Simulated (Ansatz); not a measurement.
```xyz
13

C    -0.2244    2.6285    1.4196
C    -0.6790    1.3979    1.1988
Si    0.3149    0.1318    0.2836
S    -0.7400   -0.4119   -1.5016
Si    0.0886   -2.3685   -1.7055
H    -0.8066    3.3731    1.9553
H     0.7543    2.9466    1.0712
H    -1.6697    1.1318    1.5626
H     0.5115   -1.1058    1.0882
H     1.6429    0.7116   -0.0459
H    -0.4331   -3.2827   -0.6581
H    -0.3100   -2.8601   -3.0471
H     1.5712   -2.3271   -1.6064
```

Geometry: PBE0-D4/def2-TZVP.

Computed with RKS PBE0-D4/def2-TZVPP (Ansatz).

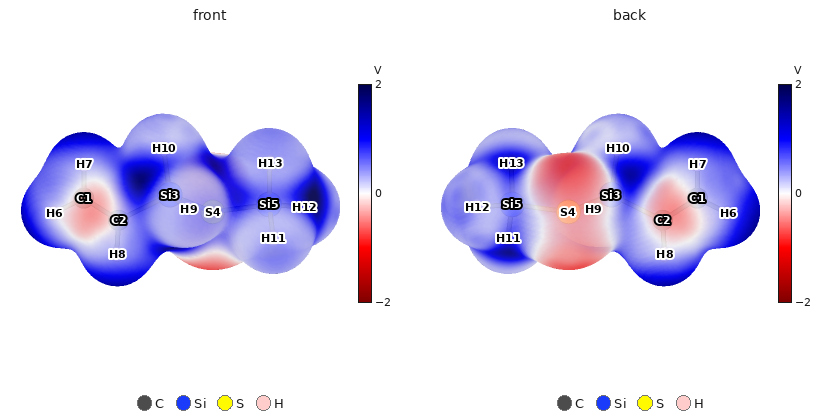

C2H8SSi2 (SMILES C=C[SiH2]S[SiH3]). The molecular electrostatic potential painted on the density surface at 0.004 e/bohr³, seen from the front and from behind; red is negative and blue positive.

Question: Which sites attract a positive test charge, and which a negative one?

Answer: A positive charge is drawn to the negative regions and a negative charge to the positive ones. The most negative region (about −0.7 V, or −16 kcal/mol for a unit charge) lies over S4, the most positive (about +1.8 V, or +42 kcal/mol for a unit charge) over Si3 and Si5.
